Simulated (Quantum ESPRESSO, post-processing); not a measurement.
# Rh: work function by face, part 6 of 6

Wanted: work functions of Rh face by face, under two functionals.

Quantum ESPRESSO 7.5; plane-wave DFT, PBE, PseudoDojo norm-conserving pseudopotentials.

So far. Step 11 (Potential by pp.x of (100)): On (100) the work function under PBEsol lies +0.13 eV from PBE's. Step 12 (Relaxation with pw.x of (110), PBE): The relaxation lowers the energy by 11 meV an atom. On the free atoms the largest force ends at 0.019 eV/Å.

**13. Self-consistent run of (110), PBE**

Level of this step: plane-wave DFT, PBE, PseudoDojo norm-conserving pseudopotentials (Quantum ESPRESSO 7.5).

File 110.pbe.in:

```
&control
  prefix = '110.pbe'
  outdir = './out'
  pseudo_dir = './pseudo'
  calculation = 'scf'
  tprnfor = .true.
/
&system
  ibrav = 0
  nat = 7
  ntyp = 1
  ecutwfc = 80
  ecutrho = 320
  occupations = 'smearing'
  smearing = 'mv'
  degauss = 0.02
/
&electrons
  conv_thr = 1e-07
  mixing_beta = 0.4
  electron_maxstep = 120
  mixing_mode = 'local-TF'
/
ATOMIC_SPECIES
  Rh  102.9055  Rh.dojo-sr-pbe-0.4.1-standard.upf
CELL_PARAMETERS angstrom
  3.80000000000000 0.00000000000000 0.00000000000000
  0.00000000000000 2.68700576850888 0.00000000000000
  0.00000000000000 0.00000000000000 24.06101730552664
ATOMIC_POSITIONS crystal
  Rh  0.000000000000 0.000000000000 0.334784638900
  Rh  0.500000000000 0.500000000000 0.385763468200
  Rh  0.000000000000 0.000000000000 0.444162673300
  Rh  0.500000000000 0.500000000000 0.500000000000
  Rh  0.000000000000 0.000000000000 0.555837326700
  Rh  0.500000000000 0.500000000000 0.614236531800
  Rh  0.000000000000 0.000000000000 0.665215361100
K_POINTS automatic
  8 12 1 0 0 0
```

On the command line:

```console
OMP_NUM_THREADS=1 mpirun -n 4 pw.x -nk 4 -in 110.pbe.in > 110.pbe.out
```

The log of the run:

```text
[banner, memory and clock lines left out]
Program PWSCF v.7.5 starts
[citation notice left out]

[...]
Message from routine setup:
[...]
bravais-lattice index     =            0
     lattice parameter (alat)  =       7.1810  a.u.
     unit-cell volume          =    1657.9170 (a.u.)^3
     number of atoms/cell      =            7
     number of atomic types    =            1
     number of electrons       =       119.00
     number of Kohn-Sham states=           72
     kinetic-energy cutoff     =      80.0000  Ry
     charge density cutoff     =     320.0000  Ry
     scf convergence threshold =      1.0E-07
     mixing beta               =       0.4000
     number of iterations used =            8  local-TF  mixing
     Exchange-correlation= PBE
                           (   1   4   3   4   0   0   0)

[...]
PseudoPot. # 1 for Rh read from file:
     ./pseudo/Rh.dojo-sr-pbe-0.4.1-standard.upf
     Pseudo is Norm-conserving + core correction, Zval = 17.0
     Generated using ONCVPSP code by D. R. Hamann
     Using radial grid of 1568 points,  6 beta functions with:
                l(1) =   0
                l(2) =   0
                l(3) =   1
                l(4) =   1
                l(5) =   2
                l(6) =   2

     atomic species   valence    mass     pseudopotential
     Rh               17.00   102.90550     Rh( 1.00)

      8 Sym. Ops., with inversion, found

[...]
number of k points=    35  Marzari-Vanderbilt smearing, width (Ry)=  0.0200
[...]
Dense  grid:   160295 G-vectors     FFT dimensions: (  45,  30, 270)

     Initial potential from superposition of free atoms

     starting charge     118.9956, renormalised to     119.0000

     negative rho (up, down):  1.035E-04 0.000E+00
     Starting wfcs are   70 randomized atomic wfcs +    2 random wfcs

     per-process dynamical memory:   331.4 Mb

     Self-consistent Calculation

     iteration #  1     ecut=    80.00 Ry     beta= 0.40
     Davidson diagonalization with overlap
     ethr =  1.00E-02,  avg # of iterations =  4.4

     Threshold (ethr) on eigenvalues was too large:
     Diagonalizing with lowered threshold

     Davidson diagonalization with overlap
     ethr =  8.20E-04,  avg # of iterations =  1.3

     negative rho (up, down):  1.828E-08 0.000E+00

     total energy              =   -1641.86183902 Ry
     estimated scf accuracy    <       1.01649098 Ry

     iteration #  2     ecut=    80.00 Ry     beta= 0.40
[...]
total energy              =   -1641.79604730 Ry
     estimated scf accuracy    <       0.29718284 Ry

     iteration #  3     ecut=    80.00 Ry     beta= 0.40
[...]
total energy              =   -1641.81014382 Ry
     estimated scf accuracy    <       0.27567089 Ry

     iteration #  4     ecut=    80.00 Ry     beta= 0.40
[...]
total energy              =   -1641.81064284 Ry
     estimated scf accuracy    <       0.05870818 Ry

     iteration #  5     ecut=    80.00 Ry     beta= 0.40
[...]
total energy              =   -1641.81141801 Ry
     estimated scf accuracy    <       0.02041207 Ry

     iteration #  6     ecut=    80.00 Ry     beta= 0.40
[...]
total energy              =   -1641.81129364 Ry
     estimated scf accuracy    <       0.00375373 Ry

[...]
iteration # 11     ecut=    80.00 Ry     beta= 0.40
[...]
negative rho (up, down):  1.835E-03 0.000E+00

[...]
total energy              =   -1641.81059991 Ry
     estimated scf accuracy    <       0.00004676 Ry

     iteration # 12     ecut=    80.00 Ry     beta= 0.40
[...]
negative rho (up, down):  7.251E-04 0.000E+00

[...]
total energy              =   -1641.81059978 Ry
     estimated scf accuracy    <       0.00000631 Ry

     iteration # 13     ecut=    80.00 Ry     beta= 0.40
[...]
negative rho (up, down):  5.652E-05 0.000E+00

[...]
total energy              =   -1641.81060155 Ry
     estimated scf accuracy    <       0.00000355 Ry

     iteration # 14     ecut=    80.00 Ry     beta= 0.40
[...]
End of self-consistent calculation

          k = 0.0000 0.0000 0.0000 ( 20075 PWs)   bands (ev):

   -72.8396 -72.8062 -72.7575 -72.7389 -72.6995 -72.2011 -72.2011 -40.9584
   -40.8749 -40.8391 -40.7245 -40.7204 -40.6482 -40.5735 -40.5446 -40.5392
   -40.5319 -40.4733 -40.4183 -40.3945 -40.3609 -40.3401 -40.0220 -40.0218
   -39.9872 -39.9872 -39.9757 -39.9672  -1.4403  -0.3091   0.0300   0.4624
     0.5555   1.0144   1.2617   1.3910   1.9606   2.2176   2.4214   2.5767
     2.7617   2.8951   3.0745   3.1655   3.1691   3.5377   3.5571   3.6288
     3.6907   4.1805   4.2733   4.4199   4.7905   4.8432   4.8929   5.0609
     5.1474   5.1664   5.3047   5.7518   5.9024   6.1535   6.3154   6.4090
     6.7343   6.8260   6.9782   8.5534  10.3816  10.3870  10.5267  11.6933

          k = 0.0000 0.1179 0.0000 ( 20059 PWs)   bands (ev):

   -72.8351 -72.8024 -72.7550 -72.7373 -72.6987 -72.1988 -72.1988 -40.9457
   -40.8650 -40.8420 -40.7233 -40.7185 -40.6516 -40.6000 -40.5507 -40.5445
   -40.5380 -40.4934 -40.4306 -40.4035 -40.3678 -40.3673 -40.0242 -40.0241
   -40.0126 -40.0124 -39.9720 -39.9641  -1.2596  -0.1536   0.1765   0.5658
     0.7101   1.1278   1.4086   1.4607   2.0193   2.1796   2.2141   2.5299
     2.6271   2.6354   2.7931   3.2266   3.2270   3.4157   3.4647   3.7078
     3.8147   4.2320   4.4440   4.4709   4.7294   4.8010   4.8414   5.0501
     5.1389   5.3511   5.4255   5.6442   6.0158   6.0519   6.2597   6.3199
     6.6266   6.9106   6.9306   8.6697  10.5125  10.6735  11.0577  11.8437

[...]
the Fermi energy is     6.0127 ev

!    total energy              =   -1641.81060264 Ry
     estimated scf accuracy    <       0.00000009 Ry
     smearing contrib. (-TS)   =      -0.00070461 Ry
     internal energy E=F+TS    =   -1641.80989803 Ry

     The total energy is F=E-TS. E is the sum of the following terms:
     one-electron contribution =  -14177.70772475 Ry
     hartree contribution      =    7105.97402373 Ry
     xc contribution           =    -264.62574404 Ry
     ewald contribution        =    5694.54954703 Ry

     convergence has been achieved in  14 iterations

     Forces acting on atoms (cartesian axes, Ry/au):

     atom    1 type  1   force =     0.00000000    0.00000000   -0.00046512
     atom    2 type  1   force =     0.00000000    0.00000000   -0.00063126
     atom    3 type  1   force =     0.00000000    0.00000000    0.00242628
     atom    4 type  1   force =     0.00000000    0.00000000    0.00000000
     atom    5 type  1   force =     0.00000000    0.00000000   -0.00242628
     atom    6 type  1   force =     0.00000000    0.00000000    0.00063126
     atom    7 type  1   force =     0.00000000    0.00000000    0.00046512

     Total force =     0.003606     Total SCF correction =     0.001935
     SCF correction compared to forces is large: reduce conv_thr to get better values

[...]
```

Elapsed: 5 min, on 4 MPI ranks of Arm Neoverse V2, shared host; peak memory 1.8 GiB; 20 min of CPU time.

This step gave:

| Item | Value |
| --- | --- |
| free energy | -22337.9712 eV |
| Fermi energy | 6.013 eV |

**14. Electrostatic potential of (110)**

File 110.pbe.pot.in:

```
&inputpp
  prefix = '110.pbe'
  outdir = './out'
  filplot = '110.pbe.pot.dat'
  plot_num = 11
/
```

On the command line:

```console
OMP_NUM_THREADS=1 mpirun -n 4 pp.x -in 110.pbe.pot.in > 110.pbe.pot.out
```

The log of the run:

```text
[banner, memory and clock lines left out]
Program POST-PROC v.7.5 starts

          URL

     ./out/110.pbe.save/

     IMPORTANT: XC functional enforced from input :
     Exchange-correlation= PBE
                           (   1   4   3   4   0   0   0)
     Any further DFT definition will be discarded
     Please, verify this is what you really want

     Calling punch_plot, plot_num =  11
     Writing data to file  110.pbe.pot.dat
     Message from routine chdens:
     namelist plot not found or invalid, exiting
```

It took 0.78 s on 4 MPI ranks; peak memory 0.12 GiB.

Read from the output:

```
work function of the upper face                                       : 4.716 eV
slope of the potential above                                          : 1.34e-4 eV/Å
upper vacuum line continued to the top atoms, over the Fermi level    : 4.715 eV
work function of the lower face                                       : 4.716 eV
slope of the potential below                                          : -9.52e-5 eV/Å
lower vacuum line continued to the bottom atoms, over the Fermi level : 4.715 eV
```

The potential energy, planar mean oscillates, so the rows of the table below give means over windows of 1.34 Å about each position, cut where the curve ends. Its maxima inside the range that stand out by 2 % of the span (Å: eV): 8.6: -11.3, 10.0: -7.69, 11.3: -9.03, 12.7: -9.03, 14.1: -7.69, 15.4: -11.3. Its minima: 8.1: -23.6, 9.3: -24.3, 10.7: -24.1, 12.0: -24.2, 13.4: -24.1, 14.8: -24.3, 16.0: -23.6.

Electrostatic potential energy of an electron; zero at the Fermi level. The potential energy, planar mean by z; means over each step:

| z (Å) | potential energy, planar mean (eV) |
| --- | --- |
| 0.67 | 4.72 |
| 2.01 | 4.72 |
| 3.35 | 4.72 |
| 4.69 | 4.71 |
| 6.03 | 4.42 |
| 7.37 | -5.79 |
| 8.71 | -18.3 |
| 10.05 | -15.2 |
| 11.39 | -16.4 |
| 12.73 | -16.4 |
| 14.07 | -15.2 |
| 15.41 | -18.3 |
| 16.75 | -4.61 |
| 18.09 | 4.46 |
| 19.43 | 4.71 |
| 20.77 | 4.72 |
| 22.11 | 4.72 |
| 23.45 | 4.72 |

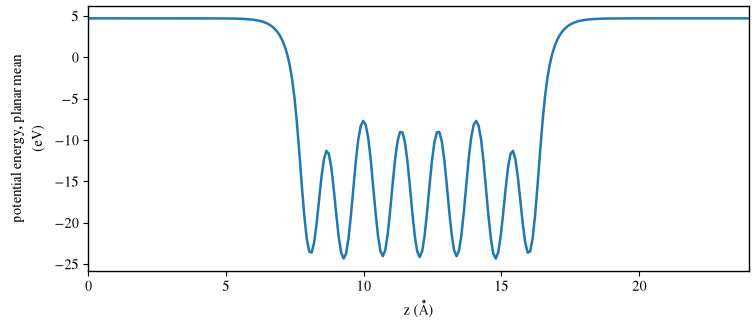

Potential energy, planar mean, plotted against z.

**15. Ground state of (110), PBEsol**

Level of this step: plane-wave DFT, PBEsol, PseudoDojo norm-conserving pseudopotentials (Quantum ESPRESSO 7.5).

110.pbesol.in is the input of step 13 with these lines changed:

```diff
@@ -1,3 +1,3 @@
 &control
-  prefix = '110.pbe'
+  prefix = '110.pbesol'
   outdir = './out'
@@ -24,3 +24,3 @@
 ATOMIC_SPECIES
-  Rh  102.9055  Rh.dojo-sr-pbe-0.4.1-standard.upf
+  Rh  102.9055  Rh.dojo-sr-pbesol-0.4.1-standard.upf
 CELL_PARAMETERS angstrom
```

On the command line:

```console
OMP_NUM_THREADS=1 mpirun -n 4 pw.x -nk 4 -in 110.pbesol.in > 110.pbesol.out
```

The log of the run:

```text
[banner, memory and clock lines left out]
Program PWSCF v.7.5 starts
[...]
Message from routine setup:
[...]
number of electrons       =       119.00
     number of Kohn-Sham states=           72
     kinetic-energy cutoff     =      80.0000  Ry
     charge density cutoff     =     320.0000  Ry
[...]
number of k points=    35  Marzari-Vanderbilt smearing, width (Ry)=  0.0200
[...]
Dense  grid:   160295 G-vectors     FFT dimensions: (  45,  30, 270)
[...]
negative rho (up, down):  1.040E-04 0.000E+00
     Starting wfcs are   70 randomized atomic wfcs +    2 random wfcs
[...]
negative rho (up, down):  3.017E-08 0.000E+00
[...]
estimated scf accuracy    <       1.03336290 Ry
[...]
estimated scf accuracy    <       0.31472182 Ry
[...]
estimated scf accuracy    <       0.21797045 Ry
[...]
estimated scf accuracy    <       0.05496004 Ry
[...]
estimated scf accuracy    <       0.02059814 Ry
[...]
estimated scf accuracy    <       0.00339577 Ry
[...]
estimated scf accuracy    <       0.00245889 Ry
[...]
estimated scf accuracy    <       0.00097103 Ry
[...]
negative rho (up, down):  2.683E-03 0.000E+00
[...]
estimated scf accuracy    <       0.00062831 Ry
[...]
negative rho (up, down):  2.874E-03 0.000E+00
[...]
estimated scf accuracy    <       0.00022778 Ry
[...]
negative rho (up, down):  1.852E-03 0.000E+00
[...]
estimated scf accuracy    <       0.00005152 Ry
[...]
negative rho (up, down):  9.427E-04 0.000E+00
[...]
estimated scf accuracy    <       0.00001104 Ry
[...]
negative rho (up, down):  4.253E-04 0.000E+00
[...]
estimated scf accuracy    <       0.00000556 Ry
[...]
negative rho (up, down):  4.614E-05 0.000E+00
[...]
estimated scf accuracy    <       0.00000107 Ry
[...]
negative rho (up, down):  8.363E-06 0.000E+00
[...]
estimated scf accuracy    <       0.00000014 Ry
[...]
the Fermi energy is     5.8862 ev
!    total energy              =   -1640.73778264 Ry
     estimated scf accuracy    <       0.00000001 Ry
     smearing contrib. (-TS)   =      -0.00064824 Ry
     internal energy E=F+TS    =   -1640.73713441 Ry
[...]
one-electron contribution =  -14177.57776658 Ry
     hartree contribution      =    7105.16087899 Ry
     xc contribution           =    -262.86979386 Ry
     ewald contribution        =    5694.54954703 Ry
     convergence has been achieved in  16 iterations
[...]
Total force =     0.032084     Total SCF correction =     0.000848
[...]
```

Elapsed: 5.8 min, on 4 MPI ranks; peak memory 1.8 GiB.

This step gave:

| Item | Value |
| --- | --- |
| free energy | -22323.3748 eV |
| Fermi energy | 5.886 eV |

**16. Potential by pp.x of (110)**

File 110.pbesol.pot.in:

```
&inputpp
  prefix = '110.pbesol'
  outdir = './out'
  filplot = '110.pbesol.pot.dat'
  plot_num = 11
/
```

On the command line:

```console
OMP_NUM_THREADS=1 mpirun -n 4 pp.x -in 110.pbesol.pot.in > 110.pbesol.pot.out
```

Elapsed: 0.78 s, on 4 MPI ranks; peak memory 0.12 GiB.

Numbers from this step:

| Property | Result |
| --- | --- |
| work function of the upper face | 4.824 eV |
| slope of the potential above | 1.13e-4 eV/Å |
| upper vacuum line continued to the top atoms, over the Fermi level | 4.824 eV |
| work function of the lower face | 4.824 eV |
| slope of the potential below | -8.01e-5 eV/Å |
| lower vacuum line continued to the bottom atoms, over the Fermi level | 4.824 eV |

On (110) the work function under PBEsol lies +0.11 eV from PBE's.

**17. The series side by side**

All levels:

| level | work function (eV) | CPU time (s) |
| --- | --- | --- |
| (111), PBE | 5.164 | 295.2 |
| (111), PBEsol | 5.302 | 298.1 |
| (100), PBE | 5.105 | 385.3 |
| (100), PBEsol | 5.231 | 384.6 |
| (110), PBE | 4.716 | 1197 |
| (110), PBEsol | 4.824 | 1381 |

**18. The arithmetic**

For (111) under PBE, on the run's own zero: φ = 12.353 − (7.189) = 5.164 eV.

**19. Outcome**

| Item | Value |
| --- | --- |
| work function of (111), PBE | 5.16 eV |
| work function of (111), PBEsol | 5.30 eV |
| work function of (100), PBE | 5.11 eV |
| work function of (100), PBEsol | 5.23 eV |
| work function of (110), PBE | 4.72 eV |
| work function of (110), PBEsol | 4.82 eV |

In words: Under PBE the work functions are 5.16 eV on (111), 5.11 eV on (100) and 4.72 eV on (110). In order of packing, from 6.25 to 10.21 Å² an atom, the faces are (111), (100) and (110). The work function falls in the same order, as Smoluchowski's picture of charge smoothing over rough faces expects, though faces within 0.08 eV of each other are not told apart by these slabs. PBEsol lies +0.11 to +0.14 eV from PBE on the same atoms, nearly a rigid shift. The top two spacings change by -0.5 and +1.0 % on (111), -2.9 and +2.0 % on (100) and -8.7 and +4.6 % on (110). The slabs are thin and unreconstructed, at the tabulated lattice constant; thickness and mesh leave some 0.05 to 0.1 eV open. PBE lies under the measured values on every face, as gradient-corrected functionals often do.

Computed beside measured:

| quantity | measured | PBE | PBEsol |
| --- | --- | --- | --- |
| work function of (111) (eV) | 5.46 | 5.16 (-0.30 eV) | 5.30 (-0.16 eV) |
| work function of (100) (eV) | 5.3 | 5.11 (-0.19 eV) | 5.23 (-0.07 eV) |
| work function of (110) (eV) | 4.86 | 4.72 (-0.14 eV) | 4.82 (-0.04 eV) |

Measured values from arxiv:1902.07811 (2019).

How well it matches: The grades are ours: good and fair within 3 and 7 % for the work function of (111), 3 and 7 % for the work function of (100) and 3 and 7 % for the work function of (110). Other measurements of the same face can differ from the value quoted by 0.1 to 0.2 eV.

[Logs are printed without paths, hosts, clocks, repeated set-up lines and the standing remarks that a program may print on its own settings, such as how far it seeks lower states.]

[Hosts, paths, dates, database ids (printed as entryN), source tags and the programs' standing remarks are cut or masked in the printed files.]

[Maps of the electrostatic potential energy from Ansatz leave out the sawtooth potential of an applied field or a dipole correction, so their vacuum need not be flat; planar profiles and work functions include it.]
